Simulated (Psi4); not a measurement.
Process, species as SMILES: SC (CH3-SH) + [H][H] (H2) → C (CH4) + S (H2S)
B3LYP-D3(BJ)/def2-TZVP geometries, fixed; electronic energies without zero-point terms.
Largest species:
```xyz
6

C     -0.0402     1.1565     0.0077
S     -0.0524    -0.6664    -0.0048
H      1.2792    -0.8404     0.0008
H     -1.0838     1.4664     0.0045
H      0.4371     1.5427     0.9058
H      0.4463     1.5550    -0.8800
```

Basis-set convergence of the energy of full hydrogenation at wB97X-V with Psi4. Cartesian d functions, on some or all atoms, in 6-31+G*, 6-31G**; all else is spherical. Density fitting with the program's default auxiliary sets. Psi4's default fitting sets serve the pcseg sets less well. The functional holds VV10 correlation; no added dispersion term, no relativity. Functions are those of the species that has most. Reference: the value in def2-QZVPPD, -19.38 kcal/mol, itself unsure by roughly 0.04 kcal/mol (its mean distance from def2-QZVPP, cc-pV(Q+d)Z). Deviations are taken from unrounded values.

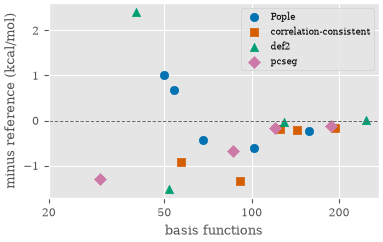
Deviation from the reference against the number of basis functions, by family of sets.

| basis | functions | energy of full hydrogenation (kcal/mol) | minus reference (kcal/mol) |
|---|---|---|---|
| pcseg-0 | 30 | -20.67 | -1.29 |
| def2-SV(P) | 40 | -16.98 | 2.40 |
| 6-31+G* | 50 | -18.37 | 1.01 |
| def2-SVP | 52 | -20.90 | -1.52 |
| 6-31G** | 54 | -18.70 | 0.68 |
| cc-pV(D+d)Z | 57 | -20.31 | -0.93 |
| 6-311G** | 68 | -19.81 | -0.43 |
| aug-pcseg-1 | 86 | -20.05 | -0.68 |
| aug-cc-pV(D+d)Z | 91 | -20.72 | -1.34 |
| 6-311++G(2d,2p) | 102 | -19.98 | -0.60 |
| pcseg-2 | 120 | -19.55 | -0.17 |
| cc-pV(T+d)Z | 125 | -19.56 | -0.18 |
| def2-TZVPP | 129 | -19.41 | -0.03 |
| jun-cc-pV(T+d)Z | 143 | -19.59 | -0.21 |
| 6-311++G(3df,3pd) | 158 | -19.61 | -0.23 |
| aug-pcseg-2 | 188 | -19.50 | -0.12 |
| aug-cc-pV(T+d)Z | 193 | -19.55 | -0.17 |
| def2-QZVPP | 247 | -19.37 | 0.01 |
